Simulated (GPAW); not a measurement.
**How SiNi3 absorbs and reflects light**

Aim: the dielectric function of SiNi3, and the optical constants that follow from it. The cell comes from an older database entry, whose edges can differ from later determinations, mostly by under a per cent.

Method: DFT, PBE, plane-wave PAW (GPAW data sets), scalar-relativistic, RPA, optical limit, in GPAW 26.7.0.

The database entry behind the starting cell differs from later determinations by our own check (an axis about 0.9 % long against later determinations), so it need not match the best structure at ambient conditions.

**1. The structure**

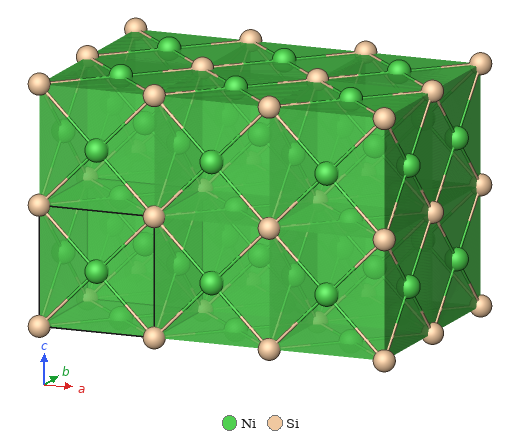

The cell as given, slightly off an axis (nickel green, silicon light orange). 3×2×2 cells are drawn. Some periodic images of atoms are drawn too.

**2. Ground state**

First the ground state: is it a metal or has it a gap?

This step: DFT, PBE, plane-wave PAW (GPAW data sets), scalar-relativistic, ground state (GPAW 26.7.0).

Input file gs.py:

```python
from ase import Atoms
from ase.dft.bandgap import bandgap
from gpaw import GPAW, PW, FermiDirac

atoms = Atoms(['Ni', 'Ni', 'Ni', 'Si'],
              cell=[[3.54200000, 0.00000000, 0.00000000],
                    [0.00000000, 3.54200000, 0.00000000],
                    [0.00000000, 0.00000000, 3.54200000]],
              scaled_positions=[[0.50000000, 0.50000000, 0.00000000],
                                [0.50000000, 0.00000000, 0.50000000],
                                [0.00000000, 0.50000000, 0.50000000],
                                [0.00000000, 0.00000000, 0.00000000]],
              pbc=[True, True, True])
atoms.set_initial_magnetic_moments([1.0, 1.0, 1.0, 0.0])
atoms.calc = GPAW(mode=PW(500), xc='PBE', kpts={'size': (6, 6, 6), 'gamma': True},
                  occupations=FermiDirac(0.05), maxiter=150, txt='gs.txt')
print('energy (eV)', atoms.get_potential_energy())
print('Fermi level (eV)', atoms.calc.get_fermi_level())
print('valence electrons', atoms.calc.get_number_of_electrons())
print('gap (eV)', bandgap(atoms.calc, output=None)[0])
print('direct gap (eV)', bandgap(atoms.calc, direct=True, output=None)[0])
print('moments', atoms.get_magnetic_moments().round(3).tolist())
atoms.calc.write('gs.gpw')
```

On the command line:

```bash
$ OMP_NUM_THREADS=1 python gs.py
```

Numbers of over 12 decimals in the logs are rounded to 6 here.

Output:

```text
__  _  _
 | _ |_)|_||  |
 |__||  | ||/\| - 26.7.0

Versions:
  Python: 3.12.14
  ASE:    3.29.0
  Numpy:  2.5.5
  Scipy:  1.18.1
  Libxc:  7.0.0

Input parameters:
  mode=PW(ecut=500.0),
  kpts=MonkhorstPack(size=(6, 6, 6), gamma=True),
  maxiter=150,
  occupations=Occupations(name='fermi-dirac', width=0.05, fixmagmom=False),
  xc=XC(name='PBE')

Diagonalizing LCAO Hamiltonian
Converting LCAO to pw mode
   .--------.
  /|        |
 * |        |
 |Ni        |
 | .-Ni-----.
 |/    Ni  /
 Si-------*

Atoms  # Å, Bohr magnetons
|   | symbol |        x |        y |        z |    initial magnetic moments |
| 0 |     Ni | 1.771000 | 1.771000 | 0.000000 | ( 0.0000,  0.0000,  1.0000) |
| 1 |     Ni | 1.771000 | 0.000000 | 1.771000 | ( 0.0000,  0.0000,  1.0000) |
| 2 |     Ni | 0.000000 | 1.771000 | 1.771000 | ( 0.0000,  0.0000,  1.0000) |
| 3 |     Si | 0.000000 | 0.000000 | 0.000000 | ( 0.0000,  0.0000,  0.0000) |

Unit cell  # Å
| periodic |        x |        y |        z |  lengths |    angles |
|      yes | 3.542000 | 0.000000 | 0.000000 | 3.542000 | 90.000000 |
|      yes | 0.000000 | 3.542000 | 0.000000 | 3.542000 | 90.000000 |
|      yes | 0.000000 | 0.000000 | 3.542000 | 3.542000 | 90.000000 |

Number of symmetries: 48
Symmetry operations  # r_c * U_cc + t_c -> r_c
|    | kind |            matrix            |
|  0 |  E   |  1, 0, 0,  0, 1, 0,  0, 0, 1 |
|  1 |  σ   |  1, 0, 0,  0, 1, 0,  0, 0,-1 |
|  2 |  σ   |  1, 0, 0,  0, 0, 1,  0, 1, 0 |
|  3 |  C4  |  1, 0, 0,  0, 0, 1,  0,-1, 0 |
|  4 |  C4  |  1, 0, 0,  0, 0,-1,  0, 1, 0 |
|  5 |  σ   |  1, 0, 0,  0, 0,-1,  0,-1, 0 |
|  6 |  σ   |  1, 0, 0,  0,-1, 0,  0, 0, 1 |
|  7 |  C2  |  1, 0, 0,  0,-1, 0,  0, 0,-1 |
|  8 |  σ   |  0, 1, 0,  1, 0, 0,  0, 0, 1 |
|  9 |  C2  |  0, 1, 0,  1, 0, 0,  0, 0,-1 |
| 10 |  C3  |  0, 1, 0,  0, 0, 1,  1, 0, 0 |
| 11 |  S6  |  0, 1, 0,  0, 0, 1, -1, 0, 0 |
| 12 |  S6  |  0, 1, 0,  0, 0,-1,  1, 0, 0 |
| 13 |  C3  |  0, 1, 0,  0, 0,-1, -1, 0, 0 |
| 14 |  C4  |  0, 1, 0, -1, 0, 0,  0, 0, 1 |
| 15 |  S4  |  0, 1, 0, -1, 0, 0,  0, 0,-1 |
| 16 |  C3  |  0, 0, 1,  1, 0, 0,  0, 1, 0 |
| 17 |  S6  |  0, 0, 1,  1, 0, 0,  0,-1, 0 |
| 18 |  σ   |  0, 0, 1,  0, 1, 0,  1, 0, 0 |
| 19 |  C4  |  0, 0, 1,  0, 1, 0, -1, 0, 0 |
| 20 |  C2  |  0, 0, 1,  0,-1, 0,  1, 0, 0 |
| 21 |  S4  |  0, 0, 1,  0,-1, 0, -1, 0, 0 |
| 22 |  S6  |  0, 0, 1, -1, 0, 0,  0, 1, 0 |
| 23 |  C3  |  0, 0, 1, -1, 0, 0,  0,-1, 0 |
| 24 |  S6  |  0, 0,-1,  1, 0, 0,  0, 1, 0 |
| 25 |  C3  |  0, 0,-1,  1, 0, 0,  0,-1, 0 |
| 26 |  C4  |  0, 0,-1,  0, 1, 0,  1, 0, 0 |
| 27 |  σ   |  0, 0,-1,  0, 1, 0, -1, 0, 0 |
| 28 |  S4  |  0, 0,-1,  0,-1, 0,  1, 0, 0 |
| 29 |  C2  |  0, 0,-1,  0,-1, 0, -1, 0, 0 |
| 30 |  C3  |  0, 0,-1, -1, 0, 0,  0, 1, 0 |
| 31 |  S6  |  0, 0,-1, -1, 0, 0,  0,-1, 0 |
| 32 |  C4  |  0,-1, 0,  1, 0, 0,  0, 0, 1 |
| 33 |  S4  |  0,-1, 0,  1, 0, 0,  0, 0,-1 |
| 34 |  S6  |  0,-1, 0,  0, 0, 1,  1, 0, 0 |
| 35 |  C3  |  0,-1, 0,  0, 0, 1, -1, 0, 0 |
| 36 |  C3  |  0,-1, 0,  0, 0,-1,  1, 0, 0 |
| 37 |  S6  |  0,-1, 0,  0, 0,-1, -1, 0, 0 |
| 38 |  σ   |  0,-1, 0, -1, 0, 0,  0, 0, 1 |
| 39 |  C2  |  0,-1, 0, -1, 0, 0,  0, 0,-1 |
| 40 |  σ   | -1, 0, 0,  0, 1, 0,  0, 0, 1 |
| 41 |  C2  | -1, 0, 0,  0, 1, 0,  0, 0,-1 |
| 42 |  C2  | -1, 0, 0,  0, 0, 1,  0, 1, 0 |
| 43 |  S4  | -1, 0, 0,  0, 0, 1,  0,-1, 0 |
| 44 |  S4  | -1, 0, 0,  0, 0,-1,  0, 1, 0 |
| 45 |  C2  | -1, 0, 0,  0, 0,-1,  0,-1, 0 |
| 46 |  C2  | -1, 0, 0,  0,-1, 0,  0, 0, 1 |
| 47 |  i   | -1, 0, 0,  0,-1, 0,  0, 0,-1 |

BZ-sampling:
  Number of BZ points: 216
  Number of IBZ points: 20

  Monkhorst-Pack size: [6, 6, 6]
  Monkhorst-Pack shift: [0.083333, 0.083333, 0.083333]

K-points  # in reciprocal-cell coordinates
|     |                                coordinates |     weight |
|   0 | (  0.00000000,   0.00000000,   0.00000000) | 0.00462963 |
|   1 | (  0.16666667,   0.00000000,   0.00000000) | 0.02777778 |
|   2 | (  0.16666667,   0.16666667,   0.00000000) | 0.05555556 |
|   3 | (  0.16666667,   0.16666667,   0.16666667) | 0.03703704 |
|   4 | (  0.33333333,   0.00000000,   0.00000000) | 0.02777778 |
|   5 | (  0.33333333,   0.16666667,   0.00000000) | 0.11111111 |
|   6 | (  0.33333333,   0.16666667,   0.16666667) | 0.11111111 |
|   7 | (  0.33333333,   0.33333333,   0.00000000) | 0.05555556 |
|   8 | (  0.33333333,   0.33333333,   0.16666667) | 0.11111111 |
|   9 | (  0.33333333,   0.33333333,   0.33333333) | 0.03703704 |
| ... |                                            |            |
|  19 | (  0.50000000,   0.50000000,   0.50000000) | 0.00462963 |

Plane wave coefficients: 1146
Cutoff: 500.0 eV

Spin-components: 2 (collinear spins)
Bands:           37
Projectors:      23
Spin-degeneracy: 1
Datatype:        complex128

Parallelization:
  kpt:    1
  domain: 1
  band:   1

Density:
  Valence electrons: 52.0
  Components: 2
  Grid points: [20 20 20]
  Charge: 0.0  # |e|

Potential:
  Grid points: [20 20 20]

species:
  Ni:
    name:    Nickel
    id:
    Z:       28.0
    valence: 16
    core:    12
    charge:  0.0  # [|e|]
    compensation charges:
      type: gauss
      rc: 0.36  # [Å]
      lmax: 2
    cutoffs:
      filter: 2.14  # [Å]
      core: 1.98  # [Å]
    projectors
    | kind |    occ | energy [eV] | rcut [Å] |
    |   4s |  2.000 |      -5.642 |    1.164 |
    |   3p |  6.000 |     -71.394 |    1.207 |
    |   4p |  0.000 |      -1.226 |    1.207 |
    |   3d |  8.000 |      -8.875 |    1.138 |
    |    s |        |      21.570 |    1.164 |
    |    d |        |      18.337 |    1.138 |

    Using partial waves for Ni as LCAO basis

  Si:
    name:    Silicon
    id:
    Z:       14.0
    valence: 4
    core:    10
    charge:  0.0  # [|e|]
    compensation charges:
      type: gauss
      rc: 0.33  # [Å]
      lmax: 2
    cutoffs:
      filter: 1.86  # [Å]
      core: 2.06  # [Å]
    projectors
    | kind |    occ | energy [eV] | rcut [Å] |
    |   3s |  2.000 |     -10.812 |    1.058 |
    |   3p |  2.000 |      -4.081 |    1.058 |
    |    s |        |      16.399 |    1.058 |
    |    p |        |      23.130 |    1.058 |
    |    d |        |       0.000 |    1.058 |

    Using partial waves for Si as LCAO basis

Reference energy: -131990.339592  # eV

eigensolver:
  PPCG
  Converge bands: occupied
  niter=2

density mixing:
  MSR1-Mixer
  Pratt-step length: 0.05
  Maximum mixing coefficient: 0.75
  Old densities: 10
  SVD Regularization: 0.005
  Good broyden scale: 1.0
  Trust region scale: 1.0
  Backstep threshold: 4.0
  History deletion threshold: 6.0
  Fourier metric: weight=20.0, sigma=0.015

occupation numbers:
  Fermi-Dirac:
    width: 0.0500  # eV

poisson solver:
  ecut: 4000.0  # eV

xc functional:
  name: PBE with 2 nearest neighbor stencil

convergence criteria:
- Maximum [total energy] change in last 3 cyles: 0.0005 eV / valence electron
- Maximum integral of absolute [dens]ity change: 0.0001 electrons / valence electron
- Maximum integral of absolute [eigenst]ate change: 4e-08 eV^2 / valence electron
maximum number of iterations: 150

SCF iterations
|iter     |      energy | eigst |  dens |  magmom |
|iter:   1||  -28.693091 | +0.56 |       |  +3.0033|
|iter:   2||  -28.612057 | -1.60 | -1.09 |  +2.8898|
|iter:   3||  -28.696356 | -2.09 | -1.18 |  +2.2543|
|iter:   4||  -28.897736 | -2.23 | -1.33 |  +1.2658|
|iter:   5||  -29.003354 | -2.90 | -1.67 |  +0.2964|
|iter:   6||  -29.015607 | -3.70 | -2.06 |  +0.0291|
|iter:   7||  -29.018954c| -3.80 | -2.23 |  +0.0553|
|iter:   8||  -29.019625c| -4.55 | -2.81 |  +0.0098|
|iter:   9||  -29.019675c| -5.24 | -3.18 |  +0.0045|
|iter:  10||  -29.019678c| -7.04 | -3.99 |  +0.0027|
|iter:  11||  -29.019681c| -7.08 | -4.33c|  +0.0009|
|iter:  12||  -29.019681c| -7.90c| -4.99c|  +0.0002|

Converged in 12 steps
SCF loop duration: 34.575 s (2.881 s/step)
Energy contributions relative to reference atoms: (reference = -131990.339592)

Energy contributions:
  Kinetic:          19.271795
  Coulomb:         -12.468899
  Zero:              0.247730
  External:          0.000000
  Xc:              -36.062915
  Entropy:          -0.014783
  Spinorbit:         0.000000
  ----------------------------
  Free energy:     -29.027072
  Extrapolated:    -29.019681

dipole moment: (-14.898358, -14.898358, -14.898358)  # |e|*Ang

Total magnetic moment: (0.000000, 0.000000, 0.000241)

Local magnetic moments
|        x |        y |        z |
| 0.000000 | 0.000000 | 0.000070 |  # Ni   0
| 0.000000 | 0.000000 | 0.000070 |  # Ni   1
| 0.000000 | 0.000000 | 0.000070 |  # Ni   2
| 0.000000 | 0.000000 | 0.000012 |  # Si   3

Fermi level: 9.424
Eigenvalues  # (at kpt = [0.000, 0.000, 0.000])
| band index |      eig [eV] | occ [0-1] |      eig [eV] | occ [0-1] |
|          0 |       -54.244 |     1.000 |       -54.244 |     1.000 |
|        ... |               |           |               |           |
|         17 |         7.886 |     1.000 |         7.886 |     1.000 |
|         18 |         7.886 |     1.000 |         7.886 |     1.000 |
|         19 |         8.405 |     1.000 |         8.405 |     1.000 |
|         20 |         8.405 |     1.000 |         8.405 |     1.000 |
|         21 |         8.405 |     1.000 |         8.405 |     1.000 |
|         22 |         8.788 |     1.000 |         8.788 |     1.000 |
|         23 |         8.788 |     1.000 |         8.788 |     1.000 |
|         24 |         9.112 |     0.998 |         9.112 |     0.998 |
|         25 |         9.439 |     0.424 |         9.439 |     0.423 |
|         26 |         9.439 |     0.424 |         9.439 |     0.423 |
|         27 |         9.439 |     0.424 |         9.439 |     0.423 |
|         28 |        13.933 |     0.000 |        13.933 |     0.000 |
|         29 |        15.609 |     0.000 |        15.609 |     0.000 |
|         30 |        15.609 |     0.000 |        15.609 |     0.000 |
|         31 |        19.583 |     0.000 |        19.583 |     0.000 |
|         32 |        19.583 |     0.000 |        19.583 |     0.000 |
|        ... |               |           |               |           |
|         36 |        23.076 |     0.000 |        23.076 |     0.000 |

No gap
No difference between direct/indirect transitions

--- standard output ---
energy (eV) -29.019681
Fermi level (eV) 9.423674
valence electrons 52.0
gap (eV) 0.0
direct gap (eV) 0.0
moments [0.0, 0.0, 0.0, 0.0]
```

It took 39 s on 1 thread of Arm Neoverse V1, shared host; peak memory 0.18 GiB.

Numbers from this step:

| Property | Result |
| --- | --- |
| energy | -29.02 eV |
| Fermi energy | 9.424 eV |
| electrons | 52 |

There are states at the Fermi level within the smearing, so the occupations stay smeared and the carriers get a Drude term.

**3. Bands for the response**

At the fixed density, many empty bands are solved on the mesh of the response, since the spectrum sums over them.

This step: DFT, PBE, plane-wave PAW (GPAW data sets), scalar-relativistic, bands at fixed density (GPAW 26.7.0).

Input file nscf.py:

```python
from ase.dft.bandgap import bandgap
from gpaw import GPAW, FermiDirac

calc = GPAW('gs.gpw').fixed_density(kpts={'size': (10, 10, 10), 'gamma': True}, nbands=56, convergence={'bands': 50},
                                    occupations=FermiDirac(0.05), txt='nscf.txt')
print('gap (eV)', bandgap(calc, output=None)[0])
print('direct gap (eV)', bandgap(calc, direct=True, output=None)[0])
calc.write('full.gpw', mode='all')
```

On the command line:

```bash
$ OMP_NUM_THREADS=1 python nscf.py
```

Output:

```text
Diagonalizing LCAO Hamiltonian
Converting LCAO to pw mode
convergence criteria:
- Maximum integral of absolute [eigenst]ate change: 4e-08 eV^2 / valence electron
maximum number of iterations: 150

SCF iterations
|iter     |      energy | eigst |  dens |  magmom |
|iter:   1||             | +2.63 |       |  +0.0002|
|iter:   2||             | +1.61 |       |  +0.0002|
|iter:   3||             | +0.48 |       |  +0.0002|
|iter:   4||             | -0.62 |       |  +0.0002|
|iter:   5||             | -1.54 |       |  +0.0002|
|iter:   6||             | -2.47 |       |  +0.0002|
|iter:   7||             | -3.39 |       |  +0.0002|
|iter:   8||             | -4.36 |       |  +0.0002|
|iter:   9||             | -5.31 |       |  +0.0002|
|iter:  10||             | -6.28 |       |  +0.0002|
|iter:  11||             | -7.14 |       |  +0.0002|
|iter:  12||             | -7.72c|       |  +0.0002|
SCF steps: 12
  __  _  _
 | _ |_)|_||  |
 |__||  | ||/\| - 26.7.0

Versions:
  Python: 3.12.14
  ASE:    3.29.0
  Numpy:  2.5.5
  Scipy:  1.18.1
  Libxc:  7.0.0

Input parameters:
  mode=PW(ecut=500.0),
  convergence={'bands': 50},
  gpts=array([20, 20, 20]),
  kpts=MonkhorstPack(size=(10, 10, 10), gamma=True),
  maxiter=150,
  nbands=56,
  occupations=Occupations(name='fermi-dirac', width=0.05, fixmagmom=False),
  parallel={},
  xc=XC(name='PBE')

--- standard output ---
gap (eV) 0.0
direct gap (eV) 0.0
```

The job ended after 2.2 min (1 thread; peak memory 0.29 GiB).

(Continued in part 2 of 2.)

[Machine, clock and banner lines and Python warnings are left out of the logs.]

[Logs are printed without paths, hosts, clocks, repeated set-up lines and the standing remarks that a program may print on its own settings, such as how far it seeks lower states.]

[Hosts, paths, dates, database ids (printed as entryN), source tags and the programs' standing remarks are cut or masked in the printed files.]
